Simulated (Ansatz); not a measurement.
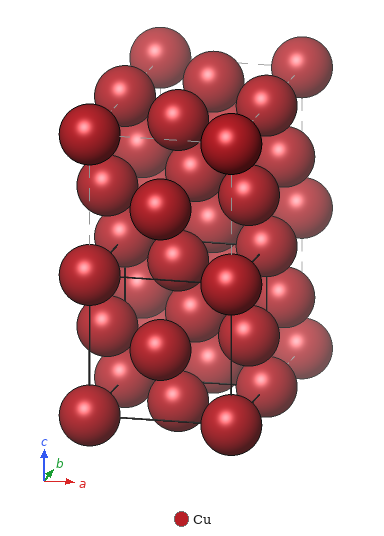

Figure: spheres-only view slightly off an axis. The conventional unit cell (solid box) is repeated to 1×2×2 cells. Cell: a = 3.518 Å, b = 3.518 Å, c = 3.518 Å, α = 90.00°, β = 90.00°, γ = 90.00°.

Describe the crystal.

- The element is copper.
- It belongs to space group Fm-3m (No. 225) and has a face-centred cubic lattice.
- This arrangement goes by the name face-centred cubic (Cu type).
- The cell holds four atoms.
- The coordination shell of Cu holds twelve Cu in a cuboctahedral arrangement at about 2.5 Å.

Provenance: a structure listed in the Materials Project. Earlier steps of the study may have refined or changed the cell and positions. It was run through Ansatz as a DFT input.
